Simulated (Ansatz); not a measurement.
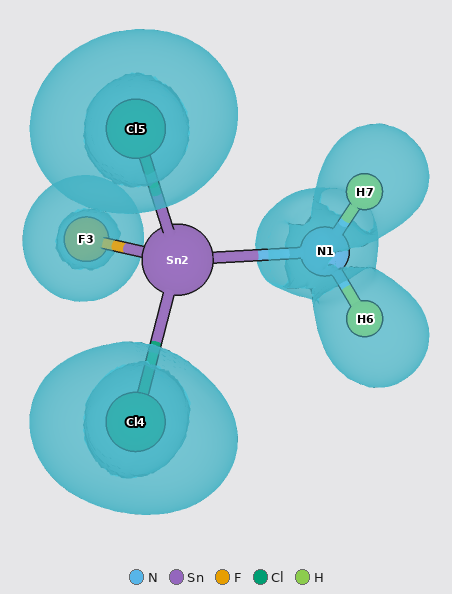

Figure 1: Cl2FH2NSn. Isosurface of the ELF at 0.75 (cyan), seen at a tilt. Only the valence region is drawn (cores and ρ < 0.01 e/Å³ removed).

Geometry: PBE0-D4/def2-TZVP; core potentials replace the inner electrons of Sn.

Theory: RKS PBE0-D4/def2-TZVPP in Ansatz.

Input

```
crystal:
  periodic: [false, false, false]
  atoms:
    - {symbol: N, position_ang: [-0.342702, 0.620896, 1.162296]}
    - {symbol: Sn, position_ang: [0.288305, -0.404703, -0.420699]}
    - {symbol: F, position_ang: [1.573711, -1.684235, 0.134362]}
    - {symbol: Cl, position_ang: [-1.387498, -1.636130, -1.390763]}
    - {symbol: Cl, position_ang: [1.392041, 0.910829, -1.943233]}
    - {symbol: H, position_ang: [-1.338324, 0.517757, 1.316624]}
    - {symbol: H, position_ang: [-0.124333, 1.607586, 1.095713]}
basis:
  gaussian: {orbitals: def2-TZVPP}
hamiltonian: {xc: pbe0, dispersion: d4}
output: {orbitals: {seedname: orbitals}}
```

Launched as:

```sh
ansatz run in.yaml --threads 4 --pin off --events-out ev --progress --plain --max-ram 10444MiB
```

Question: Where are the electrons localised?

Answer: At this value the surface marks out two regions wrapped around Cl (the valence shell of each), one region wrapped around F (its valence shell) and one joined region spread over several atoms (H, N), in which their bonds and any lone pairs are merged.

Values along the shortest contacts:
Sn–F (1.90 Å): the ELF peaks at about 0.80 in the valence shell of F, 0.5 Å from its nucleus, and drops to about 0.15 between the two atoms. Sn–N (1.99 Å): the ELF peaks at about 0.85 in the valence shell of N, 0.6 Å from its nucleus, and drops to about 0.20 between the two atoms.
